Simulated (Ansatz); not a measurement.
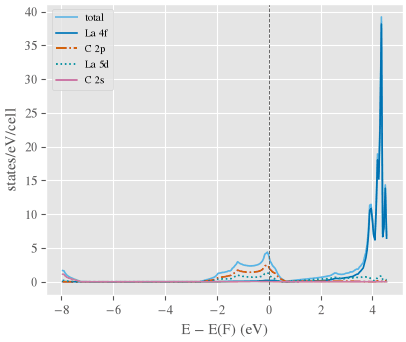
Fig. 1. Total and projected density of states of LaC (rock salt, Fm-3m), plane-wave PAW r²SCAN (Ansatz code)

### Question
Which orbitals carry the states next to the Fermi level?

### Answer
Within 0.5 eV of the Fermi level: C 2p 60 %, La 5d 27 %, La 4f 6 %, La 5p 5 %. Projections are on Löwdin-orthogonalised atomic valence shells; empty p or d shells of many metals are not among them.

The start of the workflow was typed in or built on a structure type; neither database checked (COD, Materials Project) lists it. Its standing as an ambient phase is unchecked. The cell was relaxed with r²SCAN under the symmetry of its start. At this level the phase is mechanically unstable. Its formation energy is positive at this level, so the cell may be metastable or incomplete. Spin–orbit coupling is left out wherever it is not named.

Potentials: the earlier of the program's two PAW sets.
